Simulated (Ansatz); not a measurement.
# Pd wire along [110], 12 atoms a period: bands by functional and under strain, part 3 of 5

What gap, if any, does the Pd wire along [110], 12 atoms a period have, and how does it change with the functional and under strain?

Ansatz 0.2.0; DFT PBE, plane waves, PAW; relaxation of a wire's period (the session's first sound run).

So far, absolute moment (μB): step 2 (the relaxed wire, PBE) 2.59; step 3 (bands of the perfect wire, PBE) 2.51; step 5 (levels at the same atoms, k-mesh 1×1×23 (run 2), PBEsol PBE) 2.12; step 6 (levels at the same atoms, cutoff 500 eV, k-mesh 1×1×23, r2SCAN PBE) 5.54.

## 8. With spin-orbit coupling, k-mesh 1×1×19

This step: DFT PBE, plane waves, fully relativistic PAW; bands of a perfect wire with spin-orbit coupling (Ansatz 0.2.0).

Spin-orbit coupling mixes the spins and splits bands that cross or touch without it, so it can open or close channels. Fully relativistic datasets take the place of the scalar ones. Against the first PBE run of this kind, the mesh along the wire has 19 points against 30.

Contents of input.yaml:

```yaml
crystal:
  lattice:
    - [14.68, 0.0, 0.0]
    - [0.0, 13.765, 0.0]
    - [0.0, 0.0, 2.6824547072]
  atoms:
    - { symbol: Pd, position: [0.23868049, 0.447485452, 0.0], spin: 0.31, spin_axis: [0.0, 0.0, 1.0] }
    - { symbol: Pd, position: [0.499341443, 0.66000854, 0.0], spin: 0.26, spin_axis: [0.0, 0.0, 1.0] }
    - { symbol: Pd, position: [0.49698572, 0.452246775, 0.0], spin: 0.32, spin_axis: [0.0, 0.0, 1.0] }
    - { symbol: Pd, position: [0.771643423, 0.64420422, 0.0], spin: 0.13, spin_axis: [0.0, 0.0, 1.0] }
    - { symbol: Pd, position: [0.765965056, 0.450236511, 0.0], spin: 0.12, spin_axis: [0.0, 0.0, 1.0] }
    - { symbol: Pd, position: [0.365240688, 0.34570443, 0.5], spin: 0.25, spin_axis: [0.0, 0.0, 1.0] }
    - { symbol: Pd, position: [0.362959184, 0.556880663, 0.5], spin: 0.28, spin_axis: [0.0, 0.0, 1.0] }
    - { symbol: Pd, position: [0.359216845, 0.744988182, 0.5], spin: 0.19, spin_axis: [0.0, 0.0, 1.0] }
    - { symbol: Pd, position: [0.636113826, 0.349162769, 0.5], spin: 0.14, spin_axis: [0.0, 0.0, 1.0] }
    - { symbol: Pd, position: [0.630390824, 0.551278057, 0.5], spin: 0.26, spin_axis: [0.0, 0.0, 1.0] }
    - { symbol: Pd, position: [0.640678103, 0.747482456, 0.5], spin: 0.15, spin_axis: [0.0, 0.0, 1.0] }
    - { symbol: Pd, position: [0.50117677, 0.252720163, 0.0], spin: 0.18, spin_axis: [0.0, 0.0, 1.0] }
kpoints:
  mp_grid: { grid: [1, 1, 19] }
  band_path: { path: ["Γ", Z], npoints: 50 }
scf:
  occupations: { method: fermi_dirac, width: 0.05 }
hamiltonian:
  xc: pbe
  pseudopotentials: { kind: paw_fr }
magnetization:
  noncollinear: true
  spin_orbit: true
```

Started as:

```bash
ansatz run input.yaml --threads 8 --pin off --max-ram 16384MiB --backend cpu --events-out ev --progress --plain --runs-dir out
```

Numbers of over 12 decimals in the logs are rounded to 6 here.

What it wrote:

```text
[...]
Crystal: 12 atoms, lattice volume = 542.044 Å³
Basis set: ecut = 420 eV, 10659 PW (Γ)
Bands: 260, of which v1, the nominal top of the filled ones, is band 216 counted from 1 (215 counted from 0)
Symmetry: 2 space group operations
[...]
k-points: 10 of 19
Projection manifold: j_resolved (fully-relativistic pseudo-atomic orbitals)
[...]
Starting moments: Σ|m| = 2.59 μB on 12 of 12 sites
[...]
SCF iter   1: F=—  HF=-83702.275715 eV  |F-HF|=—  |Δ(HF+E_count)|=         —  Δρ=9.36e-2  dr2=6.09e1  dr2_m=7.61e-2  ethr=3.10e-3  |M|=1.58e0 ∫|m|=1.63e0 μB  |m|>n=2.0e-2 m-floor=2.0e-2 τ_xc=0.0e0 mc-row=2.0e-2  β_m=0.30  ⟨swp⟩=9.9  Hψ=15425  notcnv=0  defer=182
[...]
SCF iter  16: F=—  HF=-83691.215875 eV  |F-HF|=—  |Δ(HF+E_count)|=   9.69e-2  Δρ=1.53e-2  dr2=6.07e0  dr2_m=9.79e-4  ethr=2.30e-3  |M|=4.48e-1 ∫|m|=4.80e-1 μB  |m|>n=4.5e-3 m-floor=4.5e-3 τ_xc=1.5e-4 mc-row=4.5e-3 uncertified=19  β_m=0.30  ⟨swp⟩=1.7  Hψ=2797  notcnv=0  defer=282
[...]
spin-set hold released at iteration 16 (site moments' squared step at or under half its running peak, from the soft ceiling on): the magnetisation degrees of freedom join the quasi-Newton model from the next iteration; the mixer history was flushed
SCF iter  17: F=—  HF=-83707.047177 eV  |F-HF|=—  |Δ(HF+E_count)|=    1.58e1  Δρ=1.20e-1  dr2=5.21e2  dr2_m=8.27e-3  ethr=2.30e-3  |M|=2.01e-1 ∫|m|=2.39e-1 μB  |m|>n=1.2e-5 m-floor=1.2e-5 τ_xc=2.4e-4 mc-row=1.2e-5 uncertified=2  β_m=0.07  ⟨swp⟩=3.4  Hψ=6072  notcnv=0  defer=274  recentre
[...]
SCF iter  53: F=-83691.054475 eV  HF=-83691.054550 eV  |F-HF|=7.51e-5  |Δ(HF+E_count)|=   1.45e-4  Δρ=1.93e-4  dr2=1.26e-4  dr2_m=4.63e-5  ethr=3.73e-9  |M|=1.07e0 ∫|m|=1.13e0 μB  |m|>n=2.6e-4 m-floor=2.6e-4 τ_xc=4.7e-4 mc-row=2.6e-4  ⟨swp⟩=12.4  Hψ=13197  notcnv=0
[...]
iteration 53: the SCF's residuals had fallen too slowly under its mixing. It goes on by minimising its free energy, and can end on another state than longer mixing would; under `scf.algorithm: density_mixing` no SCF does so, but by `scf.convergence.dm_fallback`
SCF iter  54: F=—  HF=-83691.054721 eV  |F-HF|=—  |Δ(HF+E_count)|=   1.71e-4  Δρ=1.35e-4  dr2=4.20e-5  dr2_m=2.27e-5  ethr=3.73e-9  |M|=1.24e0 ∫|m|=1.30e0 μB  |m|>n=2.6e-4 m-floor=2.6e-4 τ_xc=6.0e-4 mc-row=2.6e-4  ⟨swp⟩=5.0  Hψ=12536  notcnv=0
[...]
SCF iter  63: F=-83691.054872 eV  HF=-83691.054872 eV  |F-HF|=1.46e-11  |Δ(HF+E_count)|=  1.46e-11  Δρ=4.02e-7  dr2=2.00e-11  dr2_m=2.01e-10  ethr=1.00e-12  |M|=1.55e0 ∫|m|=1.64e0 μB  |m|>n=2.7e-4 m-floor=2.7e-4 τ_xc=9.7e-4 mc-row=2.7e-4  ⟨swp⟩=1.1  Hψ=6698  notcnv=0
at 4 of the mixer's solves, the last at iteration 52, it left a direction of its history that read negative out of its fit and stepped the other way along it
SCF 1 converged in 63 iterations: F = -83691.054872 eV  dr2 = 2.00e-11
[...]
WARN: this state was not checked for a lower one beside it: the run's test of it (scf.lower_state_search) could not run behind this SCF: none is made under non-collinear spin (noncollinear)
SCF converged after 63 iterations
Stability not told: the SCF's own minimisation came to no verdict on its close; the lowest value that the minimisation read is 1.0e-1 (residual 1.1e-1): no lower mode is shown, and none is ruled out
Magnetization: |M| = 1.5518 μB,  M = (+0.0000, +0.0000, +1.5518) μB
Absolute magnetization: 1.6379 μB (∫|m|, with the PAW one-centre terms)
  site 0: m = (+0.0000, +0.0000, +0.1829) μB, |m| = 0.1829 μB  (R = 1.11 Å)
  site 1: m = (+0.0000, -0.0000, +0.1549) μB, |m| = 0.1549 μB  (R = 1.11 Å)
  site 2: m = (-0.0000, +0.0000, +0.1945) μB, |m| = 0.1945 μB  (R = 1.11 Å)
  site 3: m = (-0.0000, -0.0000, +0.0686) μB, |m| = 0.0686 μB  (R = 1.10 Å)
  site 4: m = (-0.0000, +0.0000, +0.0695) μB, |m| = 0.0695 μB  (R = 1.10 Å)
  site 5: m = (-0.0000, +0.0000, +0.1507) μB, |m| = 0.1507 μB  (R = 1.11 Å)
  site 6: m = (-0.0000, +0.0000, +0.1730) μB, |m| = 0.1730 μB  (R = 1.07 Å)
  site 7: m = (+0.0000, -0.0000, +0.1169) μB, |m| = 0.1169 μB  (R = 1.07 Å)
  site 8: m = (-0.0000, -0.0000, +0.0823) μB, |m| = 0.0823 μB  (R = 1.11 Å)
  site 9: m = (-0.0000, +0.0000, +0.1536) μB, |m| = 0.1536 μB  (R = 1.11 Å)
  site 10: m = (-0.0000, -0.0000, +0.0837) μB, |m| = 0.0837 μB  (R = 1.11 Å)
  site 11: m = (-0.0000, +0.0000, +0.1020) μB, |m| = 0.1020 μB  (R = 1.11 Å)
Free energy (F): -83691.054872 eV
[...]
Internal energy: -83690.838333 eV  (E = F + TS)
E sigma→0 (E₀):  -83690.946602 eV
Entropy (-TS):   -0.216540 eV (-18.045 meV/atom)
Fermi energy:    3.218113 eV
[...]
--- Band table (eV; the first three rows and the last of 10) ---
  k-point 0: bands = [... 212 lower, 3.0501, 3.1270, 3.1453, 3.1829, 3.1894, 3.2094, 3.2494, 3.2602, ... 40 higher]
  k-point 1: bands = [... 212 lower, 3.0164, 3.0508, 3.0821, 3.1068, 3.1225, 3.1600, 3.1994, 3.2159, ... 40 higher]
  k-point 2: bands = [... 212 lower, 2.9436, 2.9818, 3.0191, 3.0381, 3.0449, 3.1108, 3.1143, 3.1415, ... 40 higher]
  k-point 9: bands = [... 212 lower, 3.4988, 3.5105, 3.5721, 3.6019, 5.5091, 5.5594, 5.5665, 5.5917, ... 40 higher]
```

Wall time 42 min (8 threads of Arm Neoverse V2, shared host); peak memory 15 GiB; 5.5 h of CPU time.

Numbers from this step:

```
energy at zero smearing : -83690.9466 eV
total moment            : 1.552 μB
absolute moment         : 1.638 μB
```

The electronic bands at the labelled points (eV, zero at the Fermi level; # counts the bands kept):

```csv
point,#60,#61,#62,#63,#64,#65,#66,#67
Γ,-0.04,-0.03,-0.01,0.03,0.04,0.07,0.07,0.12
Z,0.40,2.65,2.66,2.68,2.69,2.90,2.96,3.06
```

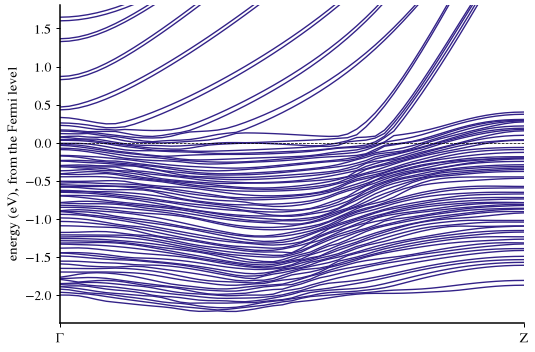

Electronic bands along the path.

Bands cross the Fermi level, as under PBE at the relaxed period, with an absolute moment of 1.64 μB a cell.

(Part 3 of 5 ends here.)

[Logs are printed without paths, hosts, clocks, repeated set-up lines and the standing remarks that a program may print on its own settings, such as how far it seeks lower states.]

[Hosts, paths, dates, database ids (printed as entryN), source tags and the programs' standing remarks are cut or masked in the printed files.]
